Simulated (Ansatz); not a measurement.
Partial pair distribution functions of a relaxed model of amorphous Si30N41Sc, broadened by 0.06 Å; density 2.99 g/cm³. Computed with PBE, scalar-relativistic without spin-orbit coupling (plane waves to 420 eV, PAW; Ansatz, a first-principles code).

A CHGNet melt-quench gave the starting glass, which DFT then relaxed. N atoms were pushed apart under 1.9 Å during the dynamics, to hinder bonds among them. The hot cell started wider than the set density and was brought back towards it in steps. It is the lowest in DFT energy of 2 quenches. It is a model cell: composition and starting density were chosen by hand, and all elements were melted together. No dispersion term was used. Its density started from a set value of 2.98 and ended at 2.99 g/cm³. The quench (nominally 300 K/ps over its main leg) was far faster than any real one, so the model tends to hold more defects than a real film. A cell of this size samples the disorder only roughly. The volume was held where the preparation left it and the shape relaxed, at a PBE pressure of -0.6 GPa (tension). Stress components on the final sampling reach 0.7 GPa.

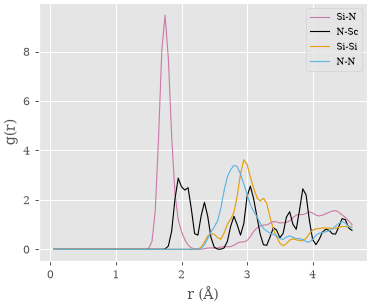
Figure. Partial pair distribution functions

Highest peaks under 4.5 Å: Si-N near 1.75 Å, N-Sc near 1.95 Å, Si-Si near 2.95 Å, N-N near 2.80 Å; pairs of few atoms are noisy.

Within 2.20 Å each Si has 4.07 N neighbours on average.
